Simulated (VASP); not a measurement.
Band structure of BaSi2 (relaxed from the CrSi2 structure, space group P6_222). Computed with PBEsol GGA, VASP's PBE PAW potentials (set 64) (plane waves; VASP).

Unless said otherwise, spin-orbit coupling is left out, though it shifts the bands of the heavy elements here.

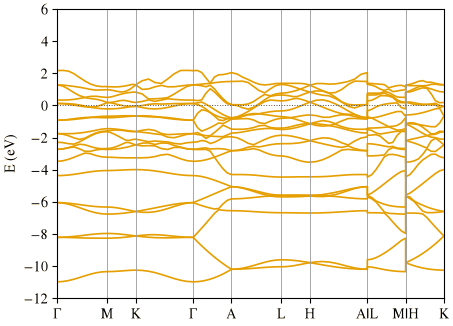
*Bands along high-symmetry lines, zero at the valence-band maximum or, without a gap, the Fermi level*

Problem. Read the plot: is there a gap, and where are the band edges?

Solution. It has no gap at this level: it comes out as a metal or semimetal. (Edges off the drawn lines would not show.)

The structure was generated: BaSi2 was put into the CrSi2 type (P6_222), which need not be its known phase. It was relaxed first.
